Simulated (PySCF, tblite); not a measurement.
# 4-methyloxazole: dynamics, then NMR shifts and electronic excitations on frames, part 2 of 2

tblite 0.8.0 and PySCF 2.14.0. Atoms count from 0. Earlier steps stand in the parts before.

## 8. TDDFT and polarisability: 625 fs, PBE0/def2-SVPD

The job: settings as JSON, then the geometry in Å.

```
{"job": {"kind": "uv", "xc": "PBE0", "basis": "def2-SVPD", "nstates": 5, "ntriplets": 0}, "charge": 0, "multiplicity": 1}
C     -0.888800    -2.536300    -0.057700
C      0.462700    -1.951900     0.107400
C      0.989500    -0.929900    -0.649300
O      2.224800    -0.626700    -0.095500
C      2.271400    -1.302800     1.016100
N      1.288200    -2.114200     1.242800
H     -1.588400    -1.897900     0.563400
H     -1.352000    -2.693000    -1.006600
H     -0.894700    -3.435600     0.522100
H      0.846800    -0.741800    -1.663600
H      3.068400    -1.308300     1.688900
```

Level: TDDFT PBE0/def2-SVPD, vertical, gas phase, core orbitals frozen in the response.

Standard output:

```text
coarse grid: 9592 points
cycle   1  E = -284.7675754341  dE =  1.100e+00  |g| = 4.339e-01  |ddm| = 5.264e+00
cycle   2  E = -284.7419661119  dE =  2.561e-02  |g| = 5.763e-01  |ddm| = 1.942e+00
cycle   3  E = -284.8088061260  dE = -6.684e-02  |g| = 6.569e-02  |ddm| = 1.163e+00
cycle   4  E = -284.8094859186  dE = -6.798e-04  |g| = 3.486e-02  |ddm| = 1.316e-01
cycle   5  E = -284.8097195185  dE = -2.336e-04  |g| = 1.359e-02  |ddm| = 7.576e-02
cycle   6  E = -284.8097558189  dE = -3.630e-05  |g| = 3.740e-03  |ddm| = 2.404e-02
cycle   7  E = -284.8097590028  dE = -3.184e-06  |g| = 7.644e-04  |ddm| = 5.658e-03
final grid: 93896 points
cycle   8  E = -284.8535668621  dE = -1.976e-05  |g| = 1.019e-02  |ddm| = 1.041e-01
cycle   9  E = -284.8535214357  dE =  4.543e-05  |g| = 1.808e-02  |ddm| = 3.278e-02
cycle  10  E = -284.8535872084  dE = -6.577e-05  |g| = 2.287e-03  |ddm| = 2.341e-02
cycle  11  E = -284.8535884474  dE = -1.239e-06  |g| = 3.805e-04  |ddm| = 3.973e-03
cycle  12  E = -284.8535884775  dE = -3.005e-08  |g| = 1.009e-04  |ddm| = 1.064e-03
cycle  13  E = -284.8535884798  dE = -2.305e-09  |g| = 1.890e-05  |ddm| = 2.103e-04
cycle  14  E = -284.8535884799  dE = -6.844e-11  |g| = 1.047e-05  |ddm| = 4.617e-05
converged SCF energy = -284.8535884799

Static polarisability (au): isotropic 54.037, principal 38.703 57.112 66.295

Singlet excitations
state   eV       nm        f      main configurations
  1   6.0734    204.1   0.09379   H->L 0.83, H-1->L 0.11
  2   6.3255    196.0   0.01755   H-1->L 0.86, H->L 0.10
  3   6.6472    186.5   0.02813   H->L+1 0.90
  4   7.0719    175.3   0.02291   H->L+2 0.71, H-2->L 0.22
  5   7.3130    169.5   0.00160   H->L+3 0.93
```

Run time: 15 s. Hardware: 1 thread of Arm Neoverse V1, shared host; peak memory 0.71 GiB.

In short: HOMO -7.09 eV, LUMO -0.34 eV; lowest singlet 6.07 eV.

## 9. Nuclear shieldings: 800 fs, PBE0/pcSseg-1

The job: settings as JSON, then the geometry in Å.

```
{"job": {"kind": "nmr", "xc": "PBE0", "basis": "pcSseg-1", "pop": false}, "charge": 0, "multiplicity": 1}
C     -1.264700    -1.907500     0.407300
C      0.005500    -1.278900    -0.039200
C      0.702700    -1.508900    -1.138300
O      1.900100    -0.864300    -1.100900
C      1.854300    -0.222100     0.124900
N      0.806500    -0.459800     0.821500
H     -1.230500    -1.632500     1.423700
H     -2.243600    -1.515000    -0.044700
H     -1.265200    -3.013600     0.205100
H      0.451800    -2.262400    -1.920900
H      2.801000     0.272100     0.398000
```

With the program's defaults for keys left out, this is: GIAO PBE0/pcSseg-1 NMR shielding, non-relativistic, gas phase.

Standard output:

```text
coarse grid: 9592 points
cycle   1  E = -284.9242228282  dE =  1.049e+00  |g| = 4.780e-01  |ddm| = 3.051e+00
cycle   2  E = -284.8856482004  dE =  3.857e-02  |g| = 6.682e-01  |ddm| = 7.870e-01
cycle   3  E = -284.9726639168  dE = -8.702e-02  |g| = 6.840e-02  |ddm| = 4.335e-01
cycle   4  E = -284.9734965721  dE = -8.327e-04  |g| = 2.996e-02  |ddm| = 6.206e-02
cycle   5  E = -284.9736744617  dE = -1.779e-04  |g| = 1.103e-02  |ddm| = 2.460e-02
cycle   6  E = -284.9736931454  dE = -1.868e-05  |g| = 5.116e-03  |ddm| = 9.869e-03
cycle   7  E = -284.9736984269  dE = -5.281e-06  |g| = 1.091e-03  |ddm| = 4.060e-03
final grid: 93896 points
cycle   8  E = -285.0186413625  dE = -9.577e-06  |g| = 1.185e-02  |ddm| = 2.369e-02
cycle   9  E = -285.0185719161  dE =  6.945e-05  |g| = 2.229e-02  |ddm| = 2.054e-02
cycle  10  E = -285.0186671989  dE = -9.528e-05  |g| = 2.199e-03  |ddm| = 1.480e-02
cycle  11  E = -285.0186683044  dE = -1.105e-06  |g| = 3.966e-04  |ddm| = 1.790e-03
cycle  12  E = -285.0186683326  dE = -2.823e-08  |g| = 1.058e-04  |ddm| = 3.207e-04
cycle  13  E = -285.0186683351  dE = -2.449e-09  |g| = 2.375e-05  |ddm| = 9.615e-05
cycle  14  E = -285.0186683352  dE = -9.186e-11  |g| = 1.171e-05  |ddm| = 2.210e-05
converged SCF energy = -285.0186683352

GIAO shielding tensors (ppm)
atom      isotropic    diamagn.    paramagn.     s11        s22        s33       span
  0 C      170.397     245.907     -75.510    153.418    170.881    186.893     33.475
  1 C       41.791     256.804    -215.013    -44.854     54.491    115.737    160.591
  2 C       42.956     255.962    -213.007    -48.284     64.079    113.072    161.356
  3 O       -3.286     399.665    -402.951   -154.949    -17.960    163.051    318.000
  4 C       27.778     253.157    -225.380    -50.095     48.164     85.264    135.359
  5 N      -46.299     326.979    -373.278   -234.744   -101.008    196.856    431.601
  6 H       29.231      29.409      -0.177     23.490     29.434     34.769     11.279
  7 H       28.020      27.555       0.465     24.594     25.145     34.320      9.726
  8 H       28.413      26.494       1.919     23.786     27.089     34.365     10.579
  9 H       23.575      29.820      -6.245     21.130     23.481     26.115      4.985
 10 H       23.541      28.613      -5.072     19.895     24.073     26.655      6.760
```

Run time: 9.2 s. Hardware: 1 thread of Arm Neoverse V1, shared host; peak memory 0.6 GiB.

Key values: δ C4 159.1, C1 145.1, C2 144.0, C0 16.5, H10 8.18, H9 8.14 ppm.

## 10. Excited states and response: 800 fs, PBE0/def2-SVPD

Settings changed since step 9:

```diff
@@ -1,2 +1,2 @@
-{"job": {"kind": "nmr", "xc": "PBE0", "basis": "pcSseg-1", "pop": false}, "charge": 0, "multiplicity": 1}
+{"job": {"kind": "uv", "xc": "PBE0", "basis": "def2-SVPD", "nstates": 5, "ntriplets": 0}, "charge": 0, "multiplicity": 1}
 C     -1.264700    -1.907500     0.407300
```

Method: TDDFT PBE0/def2-SVPD, vertical, gas phase, core orbitals frozen in the response.

Standard output:

```text
coarse grid: 9592 points
cycle   1  E = -284.7669181165  dE =  9.985e-01  |g| = 4.566e-01  |ddm| = 5.236e+00
cycle   2  E = -284.7265095129  dE =  4.041e-02  |g| = 6.520e-01  |ddm| = 1.894e+00
cycle   3  E = -284.8136103635  dE = -8.710e-02  |g| = 6.515e-02  |ddm| = 1.146e+00
cycle   4  E = -284.8143661627  dE = -7.558e-04  |g| = 3.135e-02  |ddm| = 1.207e-01
cycle   5  E = -284.8145595684  dE = -1.934e-04  |g| = 1.207e-02  |ddm| = 6.183e-02
cycle   6  E = -284.8145842645  dE = -2.470e-05  |g| = 4.978e-03  |ddm| = 2.545e-02
cycle   7  E = -284.8145896024  dE = -5.338e-06  |g| = 1.081e-03  |ddm| = 8.652e-03
final grid: 93896 points
cycle   8  E = -284.8585233066  dE = -1.058e-05  |g| = 1.068e-02  |ddm| = 8.974e-02
cycle   9  E = -284.8584627658  dE =  6.054e-05  |g| = 2.027e-02  |ddm| = 3.762e-02
cycle  10  E = -284.8585457702  dE = -8.300e-05  |g| = 2.022e-03  |ddm| = 2.622e-02
cycle  11  E = -284.8585467349  dE = -9.648e-07  |g| = 3.591e-04  |ddm| = 3.804e-03
cycle  12  E = -284.8585467598  dE = -2.486e-08  |g| = 9.413e-05  |ddm| = 9.784e-04
cycle  13  E = -284.8585467618  dE = -1.992e-09  |g| = 2.111e-05  |ddm| = 2.307e-04
cycle  14  E = -284.8585467618  dE = -7.071e-11  |g| = 1.163e-05  |ddm| = 4.322e-05
converged SCF energy = -284.8585467618

Static polarisability (au): isotropic 54.925, principal 38.619 56.701 69.456

Singlet excitations
state   eV       nm        f      main configurations
  1   6.1144    202.8   0.09109   H->L 0.93
  2   6.4577    192.0   0.00643   H-1->L 0.95
  3   6.7733    183.0   0.00508   H->L+1 0.95
  4   7.2304    171.5   0.05914   H->L+2 0.73, H-2->L 0.21
  5   7.4111    167.3   0.00262   H->L+3 0.95
```

Run time: 14 s. Hardware: 1 thread of Arm Neoverse V1, shared host; peak memory 0.71 GiB.

This run: HOMO -7.18 eV, LUMO -0.25 eV; lowest singlet 6.11 eV.

## 11. Nuclear shieldings: 1000 fs, PBE0/pcSseg-1

The job: settings as JSON, then the geometry in Å.

```
{"job": {"kind": "nmr", "xc": "PBE0", "basis": "pcSseg-1", "pop": false}, "charge": 0, "multiplicity": 1}
C     -1.499500    -0.698100     0.305400
C     -0.128900    -0.979700    -0.174900
C      0.301700    -1.911000    -1.085000
O      1.560500    -1.730100    -1.413100
C      1.822500    -0.535200    -0.847800
N      0.862000    -0.042800    -0.138100
H     -1.532100    -0.761500     1.449300
H     -1.578800     0.403500     0.358600
H     -2.392900    -1.007700    -0.204000
H     -0.278700    -2.788600    -1.231300
H      2.846400    -0.290500    -1.047000
```

Level: GIAO PBE0/pcSseg-1 NMR shielding, non-relativistic, gas phase.

Standard output:

```text
coarse grid: 9592 points
cycle   1  E = -284.9145882216  dE =  1.250e+00  |g| = 4.571e-01  |ddm| = 3.082e+00
cycle   2  E = -284.8817742188  dE =  3.281e-02  |g| = 6.241e-01  |ddm| = 7.567e-01
cycle   3  E = -284.9588712915  dE = -7.710e-02  |g| = 7.430e-02  |ddm| = 4.276e-01
cycle   4  E = -284.9596928726  dE = -8.216e-04  |g| = 4.368e-02  |ddm| = 7.722e-02
cycle   5  E = -284.9600611942  dE = -3.683e-04  |g| = 1.341e-02  |ddm| = 3.600e-02
cycle   6  E = -284.9600935108  dE = -3.232e-05  |g| = 4.303e-03  |ddm| = 1.187e-02
cycle   7  E = -284.9600976089  dE = -4.098e-06  |g| = 1.141e-03  |ddm| = 3.823e-03
final grid: 93896 points
cycle   8  E = -285.0041746532  dE = -1.809e-05  |g| = 1.028e-02  |ddm| = 2.296e-02
cycle   9  E = -285.0041278019  dE =  4.685e-05  |g| = 1.854e-02  |ddm| = 1.834e-02
cycle  10  E = -285.0041942083  dE = -6.641e-05  |g| = 2.120e-03  |ddm| = 1.283e-02
cycle  11  E = -285.0041952485  dE = -1.040e-06  |g| = 3.446e-04  |ddm| = 1.795e-03
cycle  12  E = -285.0041952693  dE = -2.073e-08  |g| = 1.175e-04  |ddm| = 3.132e-04
cycle  13  E = -285.0041952723  dE = -3.008e-09  |g| = 2.327e-05  |ddm| = 1.039e-04
cycle  14  E = -285.0041952724  dE = -9.322e-11  |g| = 1.105e-05  |ddm| = 2.710e-05
converged SCF energy = -285.0041952724

GIAO shielding tensors (ppm)
atom      isotropic    diamagn.    paramagn.     s11        s22        s33       span
  0 C      175.210     249.740     -74.530    160.429    163.772    201.427     40.998
  1 C       39.810     254.357    -214.547    -59.501     53.927    125.003    184.504
  2 C       42.691     259.134    -216.444    -53.945     63.294    118.723    172.669
  3 O       16.157     401.607    -385.450   -157.099    -38.960    244.530    401.629
  4 C       33.395     252.882    -219.487    -30.478     46.012     84.651    115.129
  5 N      -35.653     325.937    -361.590   -235.402    -98.951    227.396    462.798
  6 H       27.837      27.436       0.401     24.196     24.978     34.335     10.139
  7 H       28.540      30.827      -2.287     23.683     27.614     34.323     10.640
  8 H       29.587      29.166       0.421     24.787     27.554     36.420     11.633
  9 H       24.218      31.301      -7.084     22.019     23.161     27.474      5.454
 10 H       24.218      29.973      -5.755     20.028     24.524     28.101      8.073
```

It took 8.9 s on 1 thread of Arm Neoverse V1, shared host; peak memory 0.6 GiB.

This run: δ C4 153.5, C1 147.1, C2 144.2, C0 11.7, H10 7.50, H9 7.50 ppm.

## 12. TDDFT and polarisability: 1000 fs, PBE0/def2-SVPD

Settings changed since step 11:

```diff
@@ -1,2 +1,2 @@
-{"job": {"kind": "nmr", "xc": "PBE0", "basis": "pcSseg-1", "pop": false}, "charge": 0, "multiplicity": 1}
+{"job": {"kind": "uv", "xc": "PBE0", "basis": "def2-SVPD", "nstates": 5, "ntriplets": 0}, "charge": 0, "multiplicity": 1}
 C     -1.499500    -0.698100     0.305400
```

Level: TDDFT PBE0/def2-SVPD, vertical, gas phase, core orbitals frozen in the response.

Standard output:

```text
coarse grid: 9592 points
cycle   1  E = -284.7575851424  dE =  1.198e+00  |g| = 4.367e-01  |ddm| = 5.175e+00
cycle   2  E = -284.7226433940  dE =  3.494e-02  |g| = 6.111e-01  |ddm| = 2.009e+00
cycle   3  E = -284.8002638957  dE = -7.762e-02  |g| = 7.246e-02  |ddm| = 1.248e+00
cycle   4  E = -284.8010353037  dE = -7.714e-04  |g| = 4.490e-02  |ddm| = 1.405e-01
cycle   5  E = -284.8014347161  dE = -3.994e-04  |g| = 1.315e-02  |ddm| = 7.801e-02
cycle   6  E = -284.8014674427  dE = -3.273e-05  |g| = 4.276e-03  |ddm| = 2.618e-02
cycle   7  E = -284.8014716582  dE = -4.216e-06  |g| = 1.148e-03  |ddm| = 7.597e-03
final grid: 93896 points
cycle   8  E = -284.8445087786  dE = -1.781e-05  |g| = 9.408e-03  |ddm| = 8.036e-02
cycle   9  E = -284.8444658374  dE =  4.294e-05  |g| = 1.721e-02  |ddm| = 3.899e-02
cycle  10  E = -284.8445264138  dE = -6.058e-05  |g| = 1.965e-03  |ddm| = 2.566e-02
cycle  11  E = -284.8445273402  dE = -9.264e-07  |g| = 3.102e-04  |ddm| = 3.167e-03
cycle  12  E = -284.8445273582  dE = -1.797e-08  |g| = 1.053e-04  |ddm| = 7.949e-04
cycle  13  E = -284.8445273607  dE = -2.513e-09  |g| = 2.293e-05  |ddm| = 2.408e-04
cycle  14  E = -284.8445273608  dE = -9.334e-11  |g| = 1.128e-05  |ddm| = 5.244e-05
converged SCF energy = -284.8445273608

Static polarisability (au): isotropic 54.818, principal 38.798 57.005 68.651

Singlet excitations
state   eV       nm        f      main configurations
  1   5.9351    208.9   0.11007   H->L 0.93
  2   6.2924    197.0   0.00622   H-1->L 0.97
  3   6.5068    190.5   0.01567   H->L+1 0.94
  4   7.1093    174.4   0.05730   H->L+2 0.47, H->L+3 0.35, H-2->L 0.12
  5   7.1260    174.0   0.02607   H->L+3 0.62, H->L+2 0.28
```

It took 15 s on 1 thread of Arm Neoverse V1, shared host; peak memory 0.71 GiB.

This run: HOMO -6.89 eV, LUMO -0.24 eV; lowest singlet 5.94 eV.

## 13. Comparing the runs: NMR shifts

Shifts (ppm) of some atoms, chosen among heavy atoms and hydrogens apart, with basis size and wall time:

```tsv
frame	C1	C2	C0	H6	H7	O3	N5	functions	time
250 fs	149.2	133.3	10.9	2.49	0.45	321.5	305.7	127	9.6 s
425 fs	159.4	145.8	17.8	2.76	2.04	351.2	307.7	127	9.1 s
625 fs	161.5	144.3	12.2	3.29	2.04	317.2	313.8	127	8.8 s
800 fs	145.1	144.0	16.5	2.49	3.70	339.4	314.0	127	9.2 s
1000 fs	147.1	144.2	11.7	3.88	3.18	319.9	303.4	127	8.9 s
```

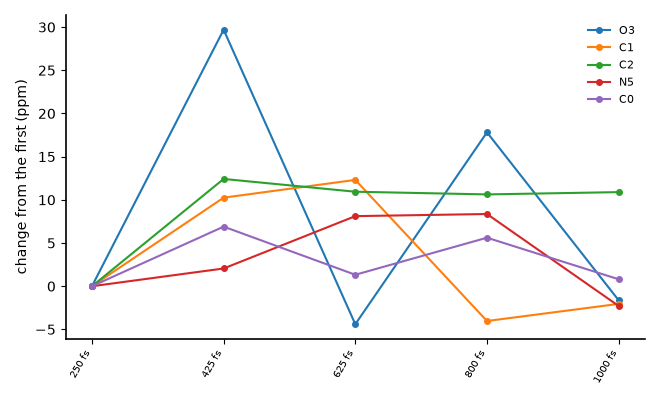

How five of the tabulated atoms move from run to run.

## 14. Side by side: electronic excitations

Excitations and ground-state properties, with basis size and wall time:

```tsv
frame	lowest singlet (eV)	brightest (eV)	f	gap (eV)	α (Å³)	μ (D)	functions	time
250 fs	5.99	5.99	0.081	6.81	7.90	1.25	163	15 s
425 fs	6.06	6.06	0.107	6.74	8.06	1.20	163	15 s
625 fs	6.07	6.07	0.094	6.75	8.01	1.36	163	15 s
800 fs	6.11	6.11	0.091	6.92	8.14	1.38	163	14 s
1000 fs	5.94	5.94	0.110	6.65	8.12	1.20	163	15 s
```

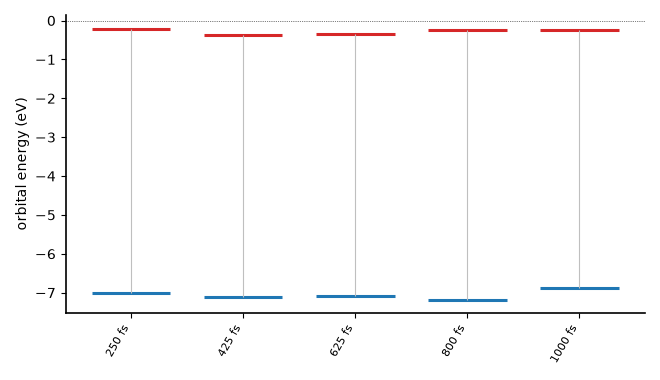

HOMO (blue) and LUMO (red) run by run.

## 15. Results

The summary covers parts 1 to 2.

| quantity | value |
| --- | --- |
| thermostat | 600 K |
| mean temperature, second half | 595 K |
| mean potential energy above the minimum | 0.61 eV |
| ¹³C shifts against TMS (PBE0/pcSseg-1, 250 fs) | 154.0, 149.2, 133.3, 10.9 ppm |
| ¹H shifts against TMS (PBE0/pcSseg-1, 250 fs) | 7.95, 7.11, 3.34, 2.49, 0.45 ppm |
| ¹⁷O shifts against H2O (PBE0/pcSseg-1, 250 fs) | 321.5 ppm |
| ¹⁵N shifts against NH3 (PBE0/pcSseg-1, 250 fs) | 305.7 ppm |
| lowest singlet (PBE0/def2-SVPD, 250 fs) | 5.99 eV (207 nm), f = 0.081 |
| range of the shift of O3 | 317.2 to 351.2 ppm |
| range of the lowest singlet | 5.94 to 6.11 eV |

In words: In the second half the potential energy averages 0.61 eV above the minimum; equipartition over 27 harmonic modes at 600 K would give 0.70 eV. With 11 atoms the temperature swings widely (300 to 844 K). Shifts at one fixed geometry are not the observed spectrum, which averages over the motion. In the first frame run (250 fs): Shielding is most anisotropic at N5 (span 436 ppm, paramagnetic term -371 ppm). The lowest singlet, at 5.99 eV, is HOMO→LUMO 0.78, HOMO−1→LUMO 0.11 and is bright. Across the 5 runs the shift of O3 moves most, between 317.2 (625 fs) and 351.2 ppm (425 fs). The lowest singlet runs from 5.94 eV (1000 fs) to 6.11 eV (800 fs), while the orbital gap spans 6.65 to 6.92 eV. The lowest state need not be the same one in every run.
